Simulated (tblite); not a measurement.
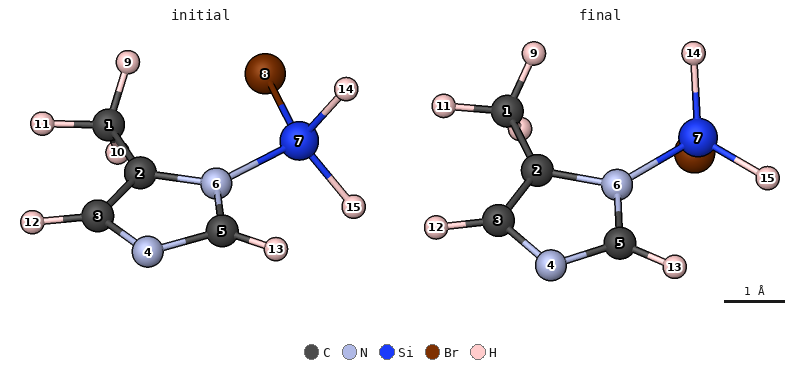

The structure of C$_{4}$H$_{7}$BrN$_{2}$Si before (left) and after (right) a relaxation, at one scale.

The picture is a ball-and-stick view, seen from a free direction.

Computed with GFN2-xTB geometry optimisation, gas phase (tblite). 

Describe what moved and what it gained.

Answer. The atom that moves furthest after the best rigid fit is Br8 (1.47 Å). By element the largest moves are Br 1.47 Å, H 1.25 Å, C 0.31 Å, N 0.28 Å, Si 0.06 Å. Near-neighbour distances that change, for instance: N4–C5 1.350 → 1.289 Å, N6–Si7 1.783 → 1.737 Å, C1–H11 1.130 → 1.087 Å, C3–H12 1.114 → 1.071 Å. Bond angles that change, for instance: H14–Si7–H15 104.0° → 116.7°, N4–C5–N6 106.0° → 113.0°, C2–N6–C5 111.5° → 104.9°. Groups turn about N6–Si7 by about 55°. Over 117 geometry steps the energy falls by 0.678 eV.
